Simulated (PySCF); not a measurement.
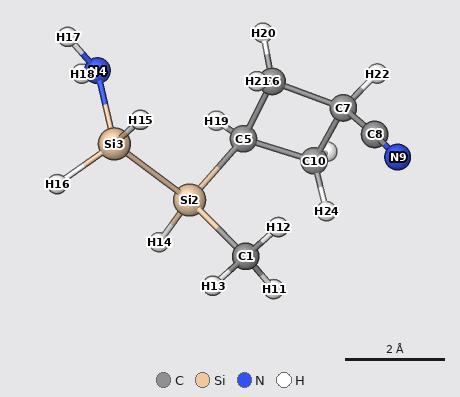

This is the input geometry for a relaxation of C$_{6}$H$_{14}$N$_{2}$Si$_{2}$. Style: ball-and-stick. Shown at a tilt.

The start comes from GFN2-xTB. Its atoms were then displaced at random by about 0.01 Å.

Computed with PBE0-D3(BJ)/def2-SVP geometry optimisation, gas phase in PySCF.

```xyz
24

C    -0.6604   -2.0687    0.7265
Si   -1.1488   -0.6923   -0.5309
Si   -2.4372    0.9480    0.4851
N    -2.1205    2.4104   -0.3997
C     0.4468    0.0730   -1.2832
C     1.2050    1.0362   -0.3324
C     2.4160    0.0551   -0.3103
C     2.6154   -0.5865    0.9469
N     2.7216   -1.1111    1.9813
C     1.6925   -0.8251   -1.3510
H    -0.2420   -2.9121    0.2510
H     0.0297   -1.6827    1.4744
H    -1.5922   -2.3804    1.2415
H    -1.8059   -1.3633   -1.6706
H    -2.0286    1.3168    1.8571
H    -3.8376    0.5676    0.5937
H    -2.5446    3.2766   -0.0432
H    -2.2580    2.3968   -1.3928
H     0.2151    0.5437   -2.2266
H     1.4276    2.0049   -0.7627
H     0.7304    1.2009    0.6323
H     3.3655    0.4656   -0.6442
H     2.1992   -0.7993   -2.3514
H     1.5466   -1.8544   -1.0632
```

Where does the relaxation end?

Answer. H18 moves most after the best rigid fit: 1.03 Å. Largest moves by element: H 1.03 Å, N 1.01 Å, C 0.65 Å, Si 0.21 Å. Some distances before and after: Si3–H16 1.455 → 1.507 Å, C1–H11 1.055 → 1.101 Å, C1–Si2 1.927 → 1.882 Å, C7–C8 1.426 → 1.452 Å. Bond angles that change, for instance: Si3–Si2–H14 114.3° → 108.9°, Si2–Si3–H15 115.4° → 110.2°, N4–Si3–H15 102.2° → 106.9°. Groups turn about Si2–Si3 by about 25°, Si2–C5 by about 20°. Over 19 geometry steps the energy falls by 0.272 eV. Cost: 17 min on 1 thread of Arm Neoverse N1, on a shared host.

History of the run:

```json
{"step": "0", "E − E(0), eV": "0.0000"}
{"step": "1", "E − E(0), eV": "-0.2370"}
{"step": "2", "E − E(0), eV": "-0.2479"}
{"step": "3", "E − E(0), eV": "-0.2517"}
{"step": "4", "E − E(0), eV": "-0.2546"}
{"step": "5", "E − E(0), eV": "-0.2569"}
{"step": "6", "E − E(0), eV": "-0.2591"}
{"step": "7", "E − E(0), eV": "-0.2611"}
{"step": "8", "E − E(0), eV": "-0.2627"}
{"step": "9", "E − E(0), eV": "-0.2638"}
{"step": "10", "E − E(0), eV": "-0.2617"}
{"step": "11", "E − E(0), eV": "-0.2648"}
{"step": "12", "E − E(0), eV": "-0.2657"}
{"step": "13", "E − E(0), eV": "-0.2687"}
{"step": "14", "E − E(0), eV": "-0.2698"}
{"step": "15", "E − E(0), eV": "-0.2708"}
{"step": "16", "E − E(0), eV": "-0.2716"}
{"step": "17", "E − E(0), eV": "-0.2717"}
{"step": "18", "E − E(0), eV": "-0.2720"}
{"step": "19", "E − E(0), eV": "-0.2721"}
```

Final geometry:

```xyz
24

C    -0.6889   -1.8701    0.9143
Si   -1.0617   -0.5802   -0.4050
Si   -2.4641    1.1279    0.3764
N    -2.6690    2.2426   -0.9507
C     0.5086    0.2794   -1.0305
C     1.4261    0.8776    0.0661
C     2.5373   -0.1433   -0.3070
C     2.8060   -1.1532    0.7013
N     2.9903   -1.9633    1.5087
C     1.6731   -0.6250   -1.5057
H     0.0071   -2.6386    0.5443
H    -0.2338   -1.4177    1.8085
H    -1.6167   -2.3750    1.2244
H    -1.7150   -1.2458   -1.5840
H    -1.7925    1.8855    1.4819
H    -3.7295    0.5661    0.9706
H    -3.0865    3.1489   -0.7636
H    -3.0307    1.8734   -1.8243
H     0.1889    1.0220   -1.7781
H     1.7312    1.9160   -0.1230
H     1.0711    0.8132    1.1056
H     3.4955    0.3152   -0.5951
H     2.1023   -0.3272   -2.4726
H     1.4866   -1.7086   -1.5349
```

After the run, drawn alike:

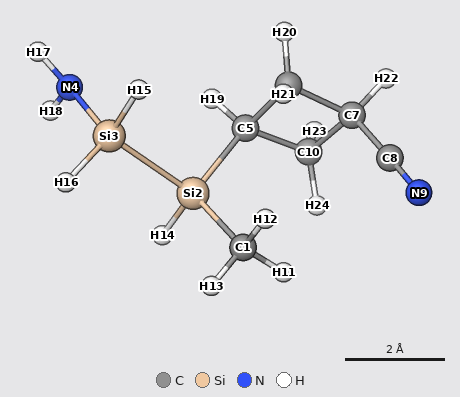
